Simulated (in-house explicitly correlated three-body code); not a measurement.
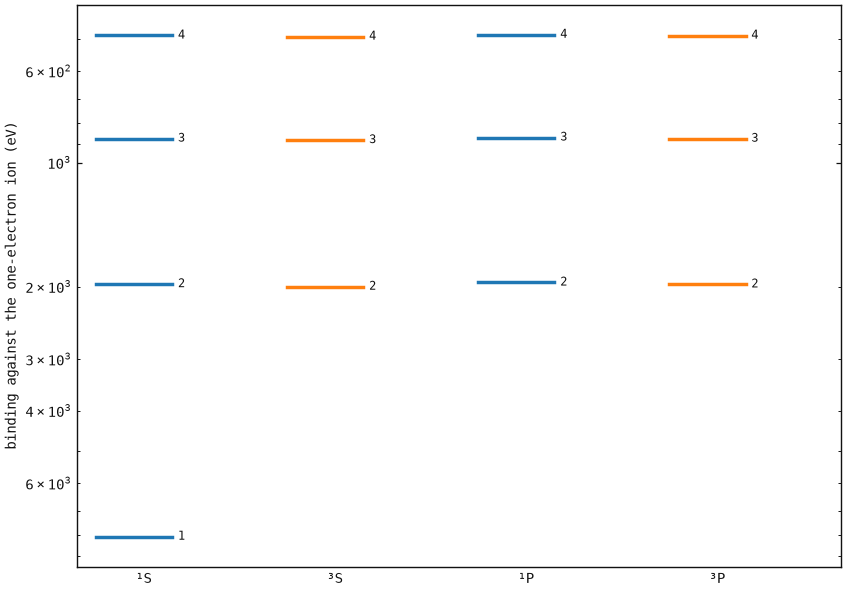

Two electrons around a point charge Z = 25 (Mn²³⁺). Computed variationally in 260 exponentially correlated functions with an in-house code, non-relativistic, converged to about 10⁻⁸ of the energy. The plot shows the bound S and P states that converged, by term and principal number n, on a logarithmic scale of binding.

Describe the level scheme.

Answer. The ground state is bound by 8083 eV. The n = 2 states drawn run, from the deepest, 2 ³S (1999 eV), 2 ³P (1974 eV), 2 ¹S (1971 eV), 2 ¹P (1953 eV). Exchange puts 2 ³S below 2 ¹S by 28.1 eV and 2 ³P below 2 ¹P by 21.0 eV. Quantum defects n − (Z − 1)/√(2 E(binding)): 2 ³S 0.020, 2 ³P 0.008, 2 ¹S 0.006, 2 ¹P −0.003.
